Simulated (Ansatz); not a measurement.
# CH3BBr2 (methylboron dibromide): BLYP/pc-1 (nuclear model gaussian)

We compute a structure relaxation of CH3BBr2 (methylboron dibromide). 

The calculation is run with Ansatz 0.2.0.

### 1 Starting point

CH3BBr2: 7 atoms, total charge 0, spin state singlet. As SMILES, `CB(Br)Br`. The coordinates come from a PBE0-D4/def2-TZVP relaxation. The run starts from this shape.

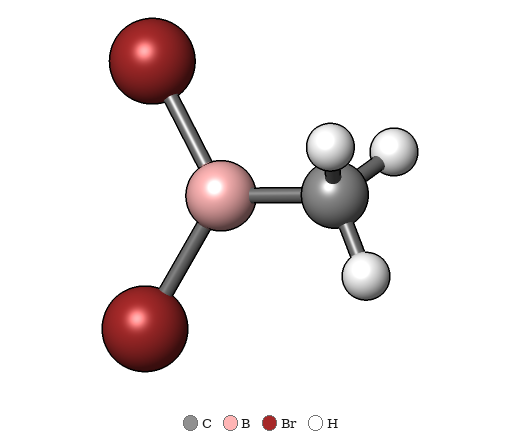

Viewed from a chosen angle; carbon grey, boron pink, bromine red, hydrogen white.

### 2 A geometry optimisation at BLYP/pc-1 (nuclear model gaussian)

job.yaml reads:

```yaml
crystal:
  periodic: [false, false, false]
  atoms:
    - {symbol: C, position_ang: [-0.007900, 0.768300, 0.030500]}
    - {symbol: B, position_ang: [-0.010300, -0.779200, -0.057400]}
    - {symbol: Br, position_ang: [1.488200, -1.781500, 0.583200]}
    - {symbol: Br, position_ang: [-1.479800, -1.747800, -0.797600]}
    - {symbol: H, position_ang: [0.137400, 1.079700, 1.070300]}
    - {symbol: H, position_ang: [0.851700, 1.165800, -0.520000]}
    - {symbol: H, position_ang: [-0.918100, 1.226800, -0.354700]}
basis:
  gaussian:
    orbitals: pc-1.json
    final_grid:
      core_spheres: 4
      valence_spheres: 4
      degree: 11
    nuclear_model: gaussian
magnetization:
  spin_polarized: false
  initial_magnetization: 0
hamiltonian:
  xc: {name: BLYP}
relax: {}
output:
  orbitals: {seedname: orbitals}
```

The basis set pc-1 is read from a file made from the Basis Set Exchange's data (not shown).

On the command line:

```
ansatz run job.yaml --threads 1 --pin off --max-ram 2610MiB --events-out events.jsonl --progress --plain --runs-dir runs
```

**Question.** What will come out? Wanted: total energy at the end; dipole moment; HOMO energy; LUMO energy; HOMO–LUMO gap.

Answer, from the run:

At BLYP/pc-1 (nuclear model gaussian):

| quantity | value |
| --- | --- |
| total energy at the end | -5212.97600 Eh |
| dipole moment | 1.29 D |
| HOMO energy | -6.70 eV |
| LUMO energy | -2.27 eV |
| HOMO–LUMO gap | 4.44 eV |

In words: At the final geometry: Bond lengths: C1–B2 1.565 Å, B2–Br3 1.946 Å, B2–Br4 1.939 Å, C1–H5 1.108 Å, C1–H6 1.108 Å, C1–H7 1.102 Å. Angles: C1–B2–Br3 118.9°, C1–B2–Br4 122.0°, Br3–B2–Br4 119.1°, B2–C1–H5 109.1°, B2–C1–H6 108.9°, B2–C1–H7 115.1°, H5–C1–H6 104.8°, H5–C1–H7 109.2°, H6–C1–H7 109.2°. The optimisation took 4 steps and changed the energy by -0.038 eV.
